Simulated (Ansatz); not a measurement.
## Al2Cu (I4/mcm): the Drude term of Re ε in the infrared

Re ε of Al2Cu (I4/mcm) along x at low photon energies is read from one computed spectrum; the carriers' damping was typed as γ = 0.03 eV. x, y and z are the Cartesian axes of the input cell.

The structure is tetragonal, space group I4/mcm (No. 140). Conventional cell: a = 6.067 Å, b = 6.067 Å, c = 4.877 Å, α = 90.00°, β = 90.00°, γ = 90.00°. Cu on site a is surrounded by 2 Cu at 2.44 Å and 8 Al at 2.59 Å. Around Al on site h lie 4 Cu at 2.59 Å and 3 Al at 2.71 to 2.90 Å.

Method: Ansatz 0.2.0, PBE, independent particles, k-mesh 6×6×6 with interpolation inside its cells, Gaussian parameter 0.15 eV.

Launch of the response step: `ansatz run input.yaml --threads 4 --pin off --max-ram 8192MiB --backend cpu --events-out ev --progress --plain --runs-dir out`. The run took 53 s, on 4 threads of AMD EPYC 9R14 (Zen 4) (shared host).

| photon energy E (eV) | wavelength (µm) | Re ε |
| --- | --- | --- |
| 0.25 | 4.96 | -1118.2 |
| 0.30 | 4.13 | -791.5 |
| 0.35 | 3.54 | -593.6 |
| 0.40 | 3.10 | -462.0 |
| 0.50 | 2.48 | -296.1 |
| 0.60 | 2.07 | ? |
| 0.70 | 1.77 | -139.5 |

A Drude term over a constant background gives Re ε = ε_b − ωp²/(E² + γ²), linear in 1/(E² + γ²).

Working, on the rows shown:

| x = 1/(E² + γ²) (eV⁻²) | y = Re ε |
| --- | --- |
| 15.7729 | -1118.2 |
| 11.0011 | -791.5 |
| 8.10373 | -593.6 |
| 6.21504 | -462 |
| 3.98565 | -296.1 |
| 2.03707 | -139.5 |

Means: x̄ = 7.8526, ȳ = -566.82. Σ(x − x̄)(y − ȳ) = -8785, Σ(x − x̄)² = 124.2. Slope = -8785 / 124.2 = -70.75; intercept = ȳ − slope · x̄ = -11.225. The line misses the rows shown by at most 16.

Problem. Fill in the last column of the withheld row.

Solution. At x = 2.7709 the line gives y = -207.27. The run gave -198.3, so the interpolation is off by 9, 0.9 % of the range in the table.

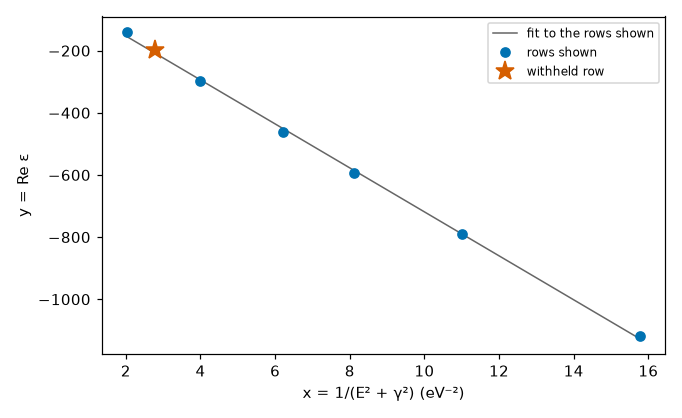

Refitted with all rows, the slope is -71.02 and the intercept -8.0401. These give ωp = √(−slope) = 8.43 eV, against 8.58 eV from the program's Fermi-surface sum, and an intercept of -8.0. Taking the program's Drude term off the rows leaves 42 at the lowest energy and 10 at the highest, so the background isn't constant: interband transitions lie in or near the window, and neither fitted number can be trusted. The values come from a sum over the points of one k-mesh and carry its error, which is largest for Fermi-surface quantities.
